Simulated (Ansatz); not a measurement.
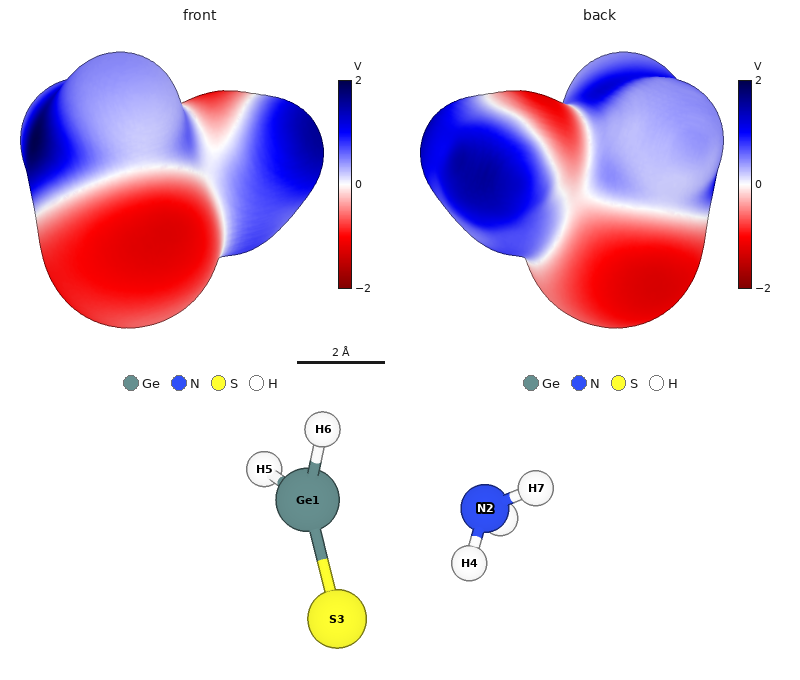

The picture shows: GeH₂S···NH₃. The molecular electrostatic potential painted on the density surface at 0.002 e/bohr³, seen from the front and from behind; red is negative and blue positive. The bare structure is drawn below in the same view.

Not at a stationary point (largest force 0.5 eV/Å).

The calculation used RKS B3LYP-D4/def2-SVP (Ansatz 0.2.0).

```
atom    x (Å)    y (Å)    z (Å)
  Ge  -1.5650   0.1125   0.6682
   N   1.4555  -0.0795  -0.3566
   S  -1.8496   0.0630  -1.3608
   H   0.8042  -0.0901  -1.1454
   H  -1.3687   1.4030   1.4949
   H  -1.5775  -1.1332   1.5818
   H   1.9799  -0.9556  -0.3731
   H   2.1212   0.6801  -0.5087
```

### Where is the surface potential most negative and most positive?

The most negative region (about −1.3 V) lies over S3, the most positive (about +1.9 V) over Ge1.
